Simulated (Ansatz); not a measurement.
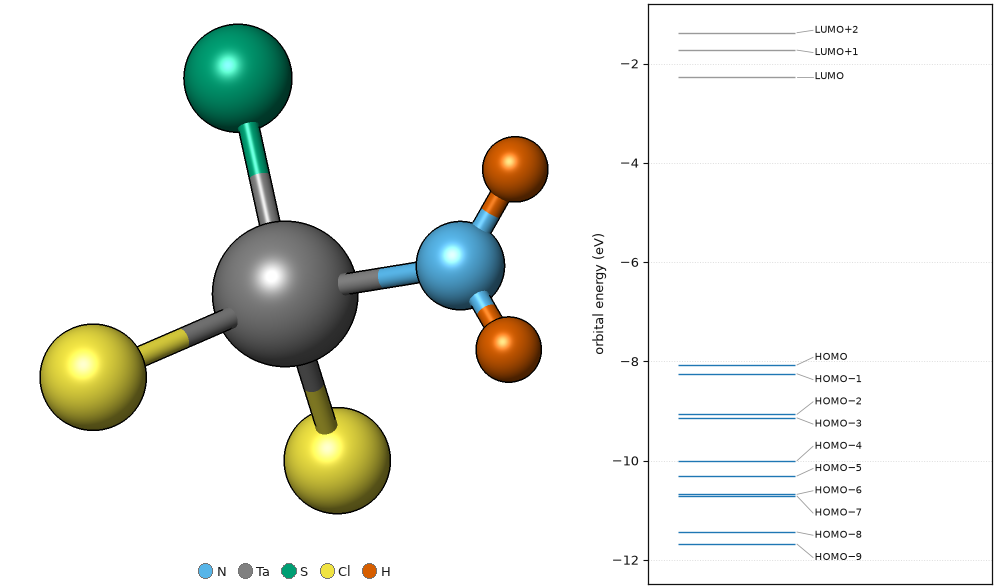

TaNH₂SCl₂, SMILES [NH2][Ta](=[S])([Cl])[Cl], singlet. Kohn-Sham orbital energies near the frontier, r2SCAN0/def2-TZVPP, the Ansatz code, at a PBE0-D4/def2-TZVP geometry (a minimum by its frequencies), isolated molecule; empty levels in grey, levels within 0.03 eV side by side.

### Where do the frontier orbitals lie?

HOMO at −8.07 eV, LUMO at −2.26 eV, 5.81 eV apart.

### How far below the HOMO does the next level lie?

0.18 eV.

### List the levels.

```tsv
orbital	energy (eV)
LUMO+2	−1.38
LUMO+1	−1.73
LUMO	−2.26
HOMO	−8.07
HOMO−1	−8.25
HOMO−2	−9.07
HOMO−3	−9.14
HOMO−4	−10.00
HOMO−5	−10.31
HOMO−6	−10.68
HOMO−7	−10.72
HOMO−8	−11.44
HOMO−9	−11.68
```

Note: core potentials past krypton; spin-orbit coupling is left out, and with Ta it can shift these levels and split any degenerate set; empty levels above zero depend strongly on the basis.
